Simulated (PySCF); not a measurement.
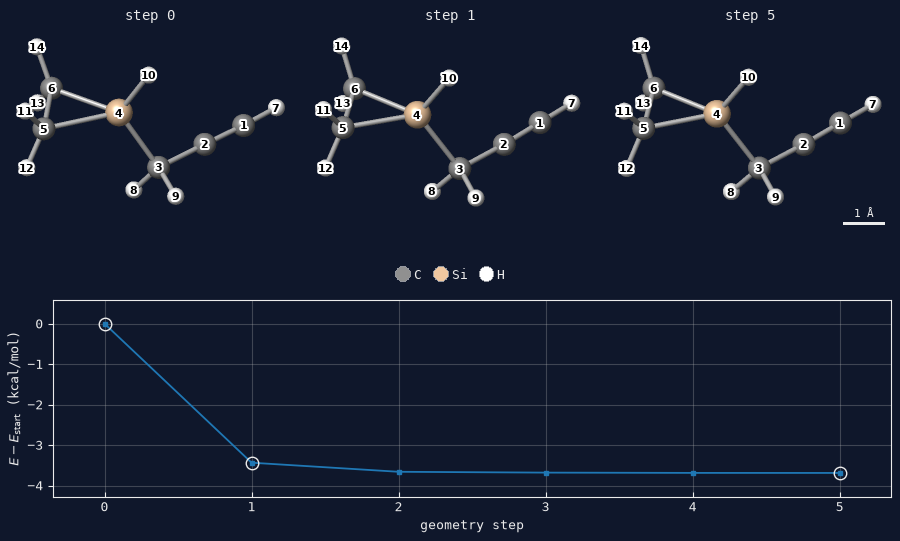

Frames of a relaxation of C₅H₈Si, marked on the history of the run. A ball-and-stick model, seen at a tilt.

The start comes from GFN2-xTB. Its atoms were then displaced at random by about 0.01 Å.

Method: PBE0-D3(BJ)/def2-SVP geometry optimisation, gas phase in PySCF 2.14.0, density-fitted response routines. 

> What happens along the run?

H13 moves most after the best rigid fit: 0.15 Å. Largest moves by element: H 0.15 Å, C 0.11 Å, Si 0.07 Å. Among the contacts that change: Si4–C5 1.920 → 1.857 Å, Si4–C6 1.908 → 1.853 Å, C5–H12 1.064 → 1.096 Å, C3–Si4 1.866 → 1.891 Å. Among the angles between lasting bonds that change: Si4–C3–H8 112.3° → 107.2°, C2–C3–H9 106.8° → 110.5°, C3–Si4–H10 118.2° → 114.6°. After 5 geometry steps the energy has fallen by 3.69 kcal/mol. The run took 39 s on 1 thread of Arm Neoverse V1, with other jobs on the host. From step 0 to 1: H7 moves most (0.18 Å), energy −3.44 kcal/mol. From step 1 to 5: H atoms move most (0.05 Å), energy −0.25 kcal/mol.

```json
{"step": "0", "E − E(0), kcal/mol": "0.00"}
{"step": "1", "E − E(0), kcal/mol": "-3.44"}
{"step": "2", "E − E(0), kcal/mol": "-3.66"}
{"step": "3", "E − E(0), kcal/mol": "-3.68"}
{"step": "4", "E − E(0), kcal/mol": "-3.69"}
{"step": "5", "E − E(0), kcal/mol": "-3.69"}
```
